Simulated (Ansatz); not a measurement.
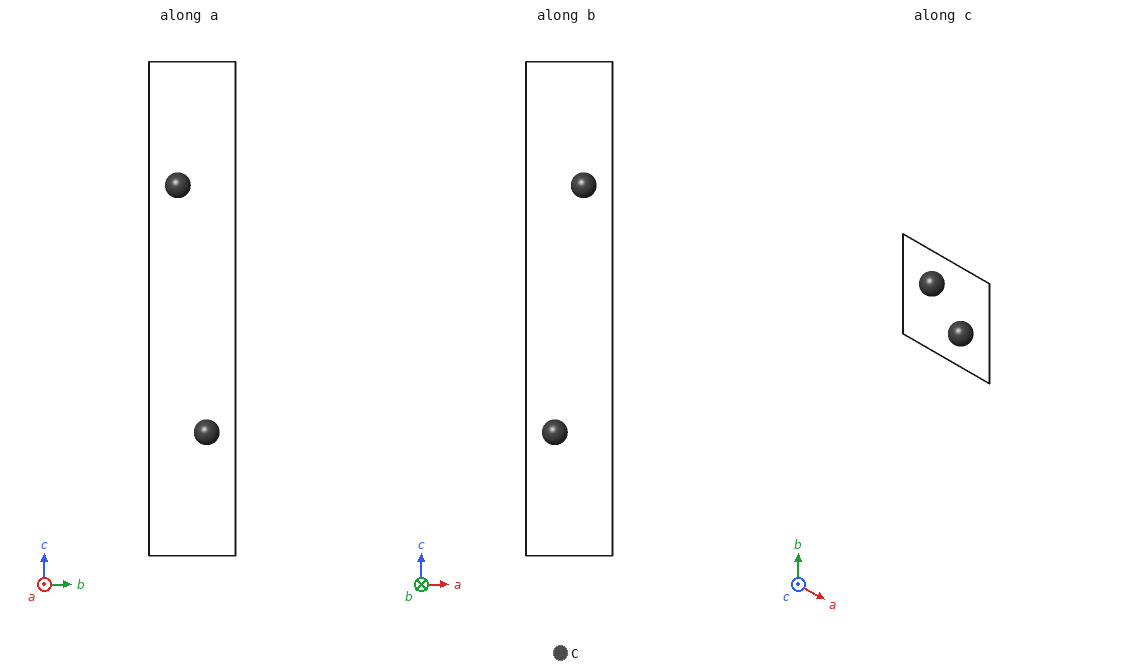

Ball-and-stick drawing of the structure, looking along the a axis, along the b axis and along the c axis. The conventional unit cell is outlined; an atom on or near a face, edge or corner is repeated at each equivalent position.

Lattice parameters: a = 1.851 Å, b = 1.851 Å, c = 9.158 Å, α = 90.00°, β = 90.00°, γ = 120.00°. Put a along x and b in the xy plane.

> Put the structure into a POSCAR file.

```
C
1.0
     1.851    0.000    0.000
    -0.926    1.603    0.000
     0.000    0.000    9.158
C
2
Direct
  0.3333 0.6667 0.2500
  0.6667 0.3333 0.7500
```

Source of the structure: a structure type filled with this element by a generator (whether the element takes this form wasn't checked). Earlier steps of the study may have refined or changed the cell and positions. It went into a calculation with Ansatz.
